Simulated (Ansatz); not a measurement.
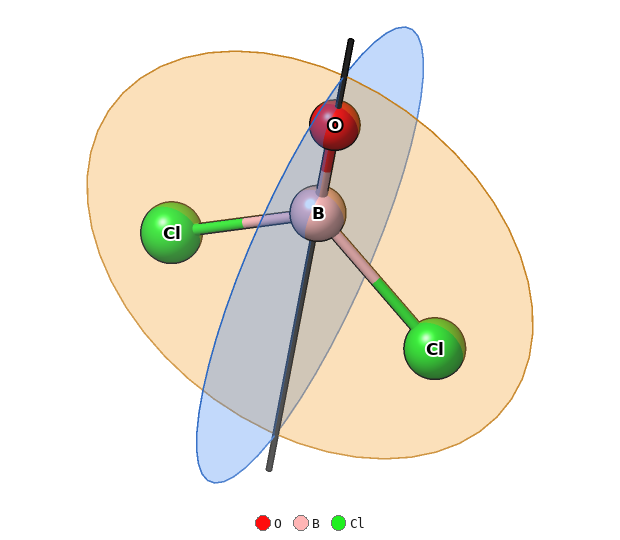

All proper rotation axes (lines) and mirror planes (discs) of the structure are drawn in. Atoms fade into the background with distance from the viewer. The species has charge −1 and is a spin singlet. The geometry was computed by an optimisation with PBE0-D4/def2-TZVPD. No frequency run is at hand to confirm it as a minimum.

### Name the symmetry elements and the point group.

It has 1 C2 axis and 2 mirror planes. Point group C2v. The group has 4 operations. The geometry is achiral, and symmetry allows a dipole moment.
